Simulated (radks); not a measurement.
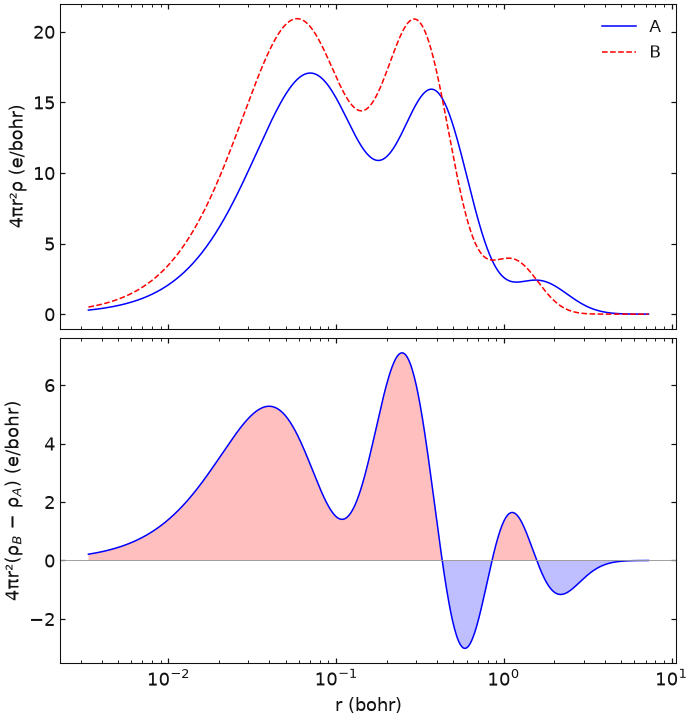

Two nuclei with the same 14 electrons, [Ne] 3s2 3p2 (3p1/2: 2), were computed: Ar⁴⁺; P⁺. Theory: Dirac Kohn-Sham, LDA (Slater exchange, Perdew-Wang correlation), spin-unpolarised, spherical densities, finite nucleus (computed with the in-house radial solver radks).

The plot shows both radial densities and the radial density of run B less that of run A; on the logarithmic r axis, areas aren't charges.

**Which run is A and which is B? Where does the charge move?**

A is P⁺; B is Ar⁴⁺. B holds 2.4 electrons more than A where the difference is positive (most at r = 0.25 bohr) and 2.4 electrons fewer where it is negative (most at r = 0.58 bohr), with no net change. The larger nuclear charge draws every shell in.
